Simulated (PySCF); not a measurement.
Run report: C$_{3}$H$_{12}$N$_{2}$Si$_{2}$, geometry relaxation

- system: C$_{3}$H$_{12}$N$_{2}$Si$_{2}$
- method: PBE0-D3(BJ)/def2-SVP geometry optimisation from the GFN2-xTB point and Hessian, gas phase (PySCF 2.14.0)

The run did not end well.

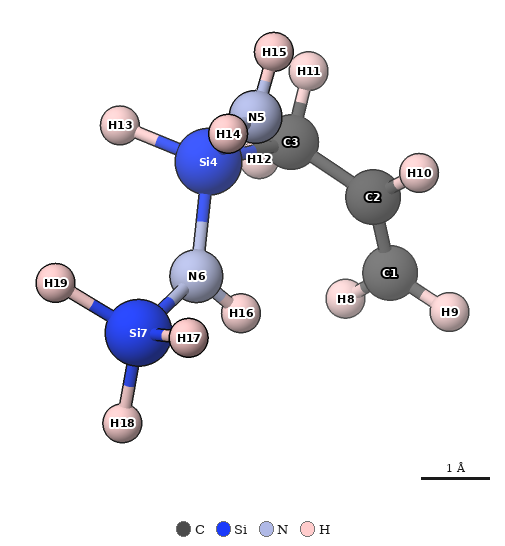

Figure 1. The structure as given in the input (ball-and-stick view, seen at a tilt; atoms are numbered from 1 in the order of the input). Bond lengths as drawn: C–C 1.32 to 1.48 Å, C–H 1.08 to 1.09 Å, C–Si 1.91 Å, H–N 1.01 Å, H–Si 1.46 to 1.47 Å and N–Si 1.72 to 1.73 Å.

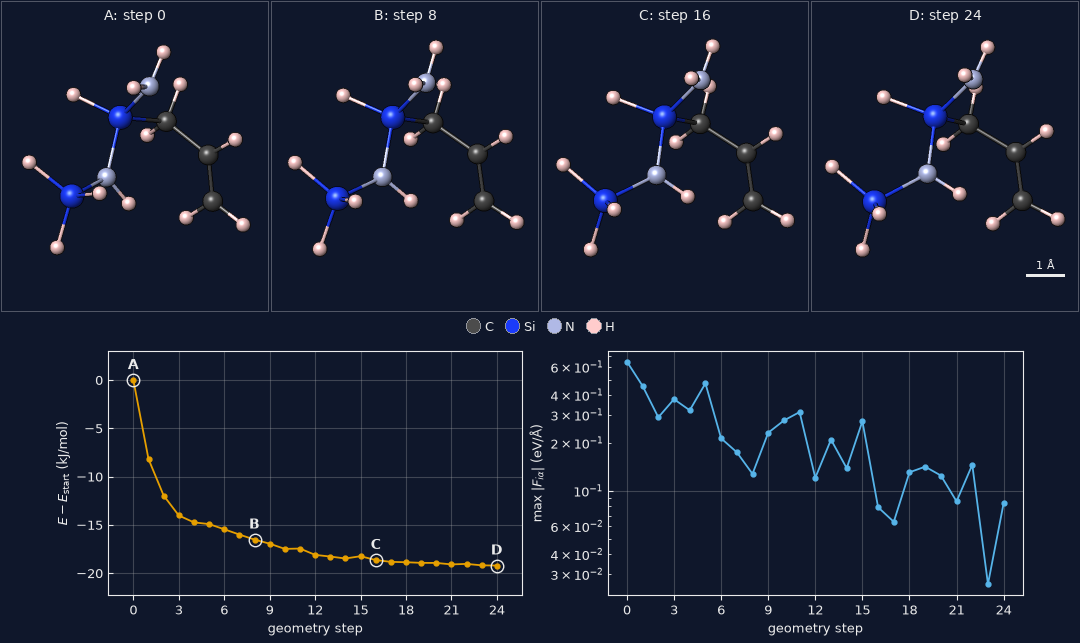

Figure 2. Frames of the relaxation (ball-and-stick view, seen at a tilt) above the curves, on which the letters mark them (steps are counted from 0).

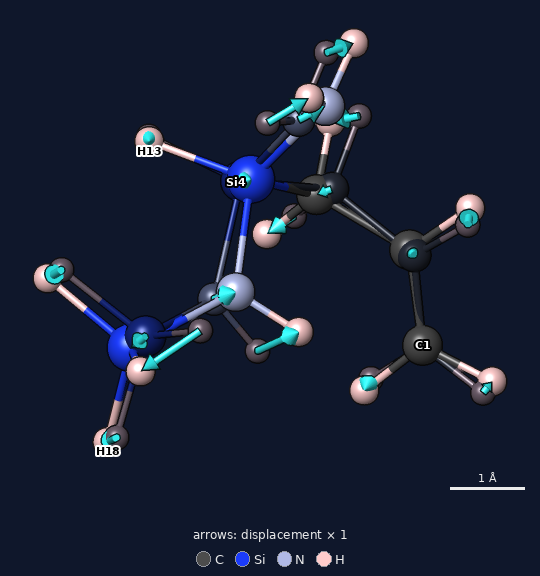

Figure 3. Start (faint) and end (solid) with the displacements as teal arrows, at true length (ball-and-stick view, seen at a tilt). The two geometries are laid on each other by the best rigid fit. The relaxation stopped without meeting its thresholds, so the last structure isn't shown to be converged. The energy falls by 19.2 kJ/mol in 24 geometry steps. Largest force component: 0.65 eV/Å at the start, 0.084 eV/Å at the end. The largest move after the best rigid fit is that of H16, 1.11 Å. By element the largest moves are H 1.11 Å, N 0.56 Å, Si 0.36 Å, C 0.22 Å. Among the contacts that change: Si7–H18 1.463 → 1.500 Å, Si7–H19 1.463 → 1.492 Å, Si4–H13 1.472 → 1.498 Å, C3–Si4 1.908 → 1.890 Å. Among the angles that change: N6–Si7–H18 106.5° → 112.4°, H18–Si7–H19 112.5° → 109.0°, H17–Si7–H18 109.8° → 106.6°. (Atoms are counted from 1 in the order of the input.)

The input that produced these results follows, with the program's output.

**Input**
```
{"job": {"xc": "PBE0", "basis": "def2-SVP", "kind": "refine"}, "charge": 0, "multiplicity": 1}
C     -2.537658     1.177502     0.141537
C     -2.098912    -0.044826     0.390990
C     -1.448172    -0.926496    -0.608213
Si     0.444161    -0.924494    -0.367130
N      0.769687    -1.717981     1.131168
N      0.970865     0.718783    -0.255853
Si     2.543497     1.321302     0.117100
H     -2.488593     1.603951    -0.848214
H     -2.975525     1.797902     0.905304
H     -2.159535    -0.445434     1.394317
H     -1.816363    -1.945838    -0.506335
H     -1.679854    -0.588480    -1.616680
H      1.103701    -1.518409    -1.541903
H      1.692227    -1.618838     1.522714
H      0.431947    -2.655238     1.278541
H      0.221430     1.386688    -0.168472
H      2.838290     1.287670     1.557568
H      2.584112     2.702587    -0.364644
H      3.494884     0.457064    -0.580785
```

The first line tells a small driver script what to run in PySCF; the rest is the geometry in Å.

Command:
```bash
OMP_NUM_THREADS=1 python <driver script> task.json out
```

**The program's output**
```
step      E/eV     max force
  0    -22020.07666   0.7238
  1    -22020.16136   0.4940
  2    -22020.20050   0.3396
  3    -22020.22189   0.4160
  4    -22020.22928   0.3923
  5    -22020.23110   0.4920
  6    -22020.23669   0.2952
  7    -22020.24234   0.1804
  8    -22020.24777   0.1428
  9    -22020.25213   0.3005
 10    -22020.25773   0.3094
 11    -22020.25736   0.3422
 12    -22020.26415   0.1577
 13    -22020.26594   0.3006
 14    -22020.26803   0.1922
 15    -22020.26557   0.3379
 16    -22020.26969   0.1018
 17    -22020.27163   0.0766
 18    -22020.27203   0.1649
 19    -22020.27271   0.1570
 20    -22020.27279   0.1303
 21    -22020.27437   0.1098
 22    -22020.27383   0.1851
 23    -22020.27538   0.0287
 24    -22020.27561   0.0958
```

**Trajectory as extended XYZ (Å, eV, eV/Å), 6 of the 25 frames kept, from step=0 to step=24**
```
19
Properties=species:S:1:pos:R:3:forces:R:3 step=0 energy=-22020.07666
C    -2.5377    1.1775    0.1415   -0.1690   0.4040   0.0260
C    -2.0989   -0.0448    0.3910    0.2810  -0.5250  -0.1930
C    -1.4482   -0.9265   -0.6082    0.5260   0.2080   0.2370
Si    0.4442   -0.9245   -0.3671   -0.6490   0.2930   0.1300
N     0.7697   -1.7180    1.1312   -0.1790   0.0880  -0.0070
N     0.9709    0.7188   -0.2559    0.0800  -0.2270  -0.1780
Si    2.5435    1.3213    0.1171   -0.6440  -0.1480  -0.1650
H    -2.4886    1.6040   -0.8482    0.0310   0.2080  -0.5940
H    -2.9755    1.7979    0.9053   -0.2310   0.3000   0.4760
H    -2.1595   -0.4454    1.3943   -0.0390  -0.1010   0.5340
H    -1.8164   -1.9458   -0.5063   -0.0900  -0.5330  -0.0220
H    -1.6799   -0.5885   -1.6167   -0.0090   0.0810  -0.4950
H     1.1037   -1.5184   -1.5419    0.2100  -0.3200  -0.3600
H     1.6922   -1.6188    1.5227    0.3310   0.0130   0.2150
H     0.4319   -2.6552    1.2785   -0.0820  -0.3660   0.0550
H     0.2214    1.3867   -0.1685   -0.4390   0.2620   0.1730
H     2.8383    1.2877    1.5576    0.2600   0.0590   0.5250
H     2.5841    2.7026   -0.3646    0.2530   0.5900  -0.1230
H     3.4949    0.4571   -0.5808    0.5620  -0.2870  -0.2350
19
Properties=species:S:1:pos:R:3:forces:R:3 step=5 energy=-22020.23110
C    -2.6020    1.1756    0.1423    0.0250  -0.0360   0.0020
C    -2.1203   -0.0571    0.3455   -0.0130   0.0330   0.0060
C    -1.4205   -0.8976   -0.6689   -0.0300   0.0190  -0.0260
Si    0.4326   -0.9247   -0.3016    0.0440  -0.0280   0.0090
N     0.6540   -1.7887    1.1947    0.1580  -0.3050   0.1000
N     0.9601    0.7211   -0.1224   -0.0910   0.1840   0.1310
Si    2.5768    1.3491    0.0181   -0.0580   0.0240   0.0360
H    -2.5680    1.6479   -0.8464   -0.0040  -0.0100   0.0260
H    -3.0616    1.7472    0.9544    0.0160  -0.0260  -0.0390
H    -2.1719   -0.4796    1.3576   -0.0040   0.0010  -0.0330
H    -1.7894   -1.9396   -0.6452    0.0220   0.0390   0.0020
H    -1.5726   -0.5145   -1.6924    0.0010  -0.0010   0.0340
H     1.1772   -1.5222   -1.4601   -0.0140   0.0020   0.0320
H     1.5012   -1.5823    1.7300   -0.2930  -0.1260  -0.1660
H     0.4586   -2.7961    1.2182    0.1300   0.4740   0.0220
H     0.2027    1.3358    0.1971    0.1970  -0.1530  -0.0490
H     3.0737    1.4272    1.4401   -0.0350  -0.0130  -0.1170
H     2.6717    2.7350   -0.5481   -0.0310  -0.0890   0.0150
H     3.4878    0.4308   -0.7321   -0.0200   0.0100   0.0160
19
Properties=species:S:1:pos:R:3:forces:R:3 step=10 energy=-22020.25773
C    -2.5490    1.1701    0.1515    0.0140  -0.0520  -0.0180
C    -2.1225   -0.0902    0.3107   -0.0370   0.0980  -0.0070
C    -1.3697   -0.8840   -0.7025   -0.0020  -0.0130  -0.0430
Si    0.4590   -0.9203   -0.2197    0.0020  -0.1140  -0.1000
N     0.5621   -1.8502    1.2440    0.0950   0.0600   0.0540
N     0.9800    0.7086    0.0559   -0.2770   0.0430   0.1310
Si    2.5555    1.4066   -0.0642    0.1640   0.0240  -0.1430
H    -2.4277    1.7018   -0.8018   -0.0050  -0.0500   0.0940
H    -3.0517    1.7047    0.9636    0.0180  -0.0170  -0.0470
H    -2.2613   -0.5722    1.2878   -0.0040   0.0180  -0.0490
H    -1.7429   -1.9238   -0.7557    0.0280   0.0590   0.0010
H    -1.4564   -0.4443   -1.7120    0.0060  -0.0250   0.0730
H     1.2918   -1.4484   -1.3517   -0.0270   0.0050   0.0300
H     1.4139   -1.7755    1.7956   -0.0990  -0.0260  -0.0560
H     0.2308   -2.8095    1.2438    0.0020  -0.0160   0.0150
H     0.2444    1.2809    0.4784    0.1160  -0.0470  -0.0290
H     3.2106    1.6329    1.2621    0.0260   0.0140   0.0570
H     2.5193    2.7311   -0.7621    0.0020  -0.0150   0.0050
H     3.4039    0.4493   -0.8426   -0.0220   0.0550   0.0310
19
Properties=species:S:1:pos:R:3:forces:R:3 step=14 energy=-22020.26803
C    -2.5395    1.1681    0.1421   -0.0100  -0.0310   0.0240
C    -2.1261   -0.0959    0.2814    0.0090   0.0300  -0.0400
C    -1.3315   -0.8620   -0.7199    0.0070  -0.0090  -0.0210
Si    0.4733   -0.9325   -0.1631    0.0120  -0.0140  -0.0630
N     0.5057   -1.8942    1.2790    0.0230  -0.0510   0.0650
N     1.0216    0.6744    0.1890    0.0190  -0.1050  -0.0460
Si    2.5439    1.4356   -0.1204    0.1390  -0.0060  -0.0550
H    -2.3715    1.7257   -0.7833    0.0230   0.0330  -0.0540
H    -3.0777    1.6816    0.9413   -0.0220   0.0140   0.0350
H    -2.3120   -0.6062    1.2324   -0.0260  -0.0330   0.0550
H    -1.7090   -1.8943   -0.8267    0.0000   0.0030  -0.0030
H    -1.3696   -0.3877   -1.7149    0.0110  -0.0120   0.0230
H     1.3435   -1.4335   -1.2757   -0.0020   0.0050  -0.0080
H     1.3534   -1.8783    1.8387   -0.0460  -0.0110  -0.0100
H     0.1092   -2.8296    1.2723    0.0160   0.0520  -0.0040
H     0.3294    1.2298    0.6832   -0.1310   0.0900   0.1080
H     3.3187    1.7400    1.1283   -0.0190  -0.0140  -0.0090
H     2.3789    2.7334   -0.8462    0.0010   0.0170  -0.0180
H     3.3494    0.4930   -0.9565   -0.0050   0.0430   0.0220
19
Properties=species:S:1:pos:R:3:forces:R:3 step=19 energy=-22020.27271
C    -2.5150    1.1592    0.1584    0.0030  -0.0170  -0.0220
C    -2.1367   -0.1212    0.2526    0.0060   0.0390  -0.0120
C    -1.2962   -0.8477   -0.7438   -0.0120  -0.0420  -0.0580
Si    0.4878   -0.9365   -0.1173   -0.0050  -0.0430  -0.0650
N     0.4539   -1.9069    1.3185    0.0040  -0.0750   0.0420
N     1.0569    0.6545    0.2719    0.0650   0.0870  -0.0100
Si    2.5311    1.4598   -0.1825   -0.0670  -0.1420  -0.0010
H    -2.2772    1.7647   -0.7258   -0.0090  -0.0500   0.0770
H    -3.0915    1.6396    0.9538    0.0080   0.0030  -0.0180
H    -2.3923   -0.6791    1.1644    0.0080   0.0350  -0.0680
H    -1.6726   -1.8741   -0.9173    0.0380   0.0820   0.0150
H    -1.2830   -0.3286   -1.7206   -0.0080  -0.0530   0.1190
H     1.3926   -1.4275   -1.2092   -0.0260   0.0070   0.0190
H     1.2852   -1.9384    1.9016   -0.0520  -0.0040  -0.0320
H    -0.0099   -2.8118    1.3140    0.0450   0.1000  -0.0100
H     0.4003    1.1873    0.8439    0.0520  -0.0200  -0.0270
H     3.3716    1.8134    1.0063    0.0150   0.0020   0.0020
H     2.2792    2.7331   -0.9256   -0.0180   0.0300  -0.0170
H     3.3058    0.5276   -1.0624   -0.0460   0.0590   0.0670
19
Properties=species:S:1:pos:R:3:forces:R:3 step=24 energy=-22020.27561
C    -2.4952    1.1644    0.1601   -0.0180   0.0350   0.0060
C    -2.1346   -0.1203    0.2434    0.0050  -0.0250   0.0090
C    -1.2846   -0.8468   -0.7436   -0.0020   0.0050   0.0180
Si    0.4935   -0.9453   -0.1092   -0.0060   0.0050   0.0130
N     0.4426   -1.9188    1.3229   -0.0070  -0.0790   0.0290
N     1.0728    0.6390    0.2966    0.0180   0.0280   0.0020
Si    2.5157    1.4702   -0.1961   -0.0150   0.0190   0.0250
H    -2.2270    1.7786   -0.7069   -0.0050  -0.0080   0.0240
H    -3.0851    1.6409    0.9484    0.0190  -0.0050  -0.0230
H    -2.4203   -0.6860    1.1393    0.0010   0.0040  -0.0180
H    -1.6615   -1.8680   -0.9251   -0.0040  -0.0140  -0.0020
H    -1.2609   -0.3252   -1.7141    0.0000   0.0080  -0.0130
H     1.3960   -1.4342   -1.2003    0.0100  -0.0020  -0.0080
H     1.2700   -1.9738    1.9088   -0.0360  -0.0030  -0.0270
H    -0.0495   -2.8081    1.3168    0.0460   0.0840   0.0000
H     0.4310    1.1599    0.8946    0.0190  -0.0150  -0.0150
H     3.3720    1.8649    0.9722   -0.0300  -0.0150  -0.0320
H     2.2196    2.7290   -0.9557    0.0030  -0.0240   0.0130
H     3.2957    0.5469   -1.0712    0.0020   0.0000   0.0000
```

**What the run reported**

| quantity | value |
| --- | --- |
| outcome | not converged |
| total energy | −809.230209 hartree |
| hardware | 1 CPU thread, shared host |
| wall time | 6.5 min |
| peak memory | 0.8 GiB |

**Diagnosis**

The run did not converge. At least one of its steps failed, so the values that rest on that step are not results.
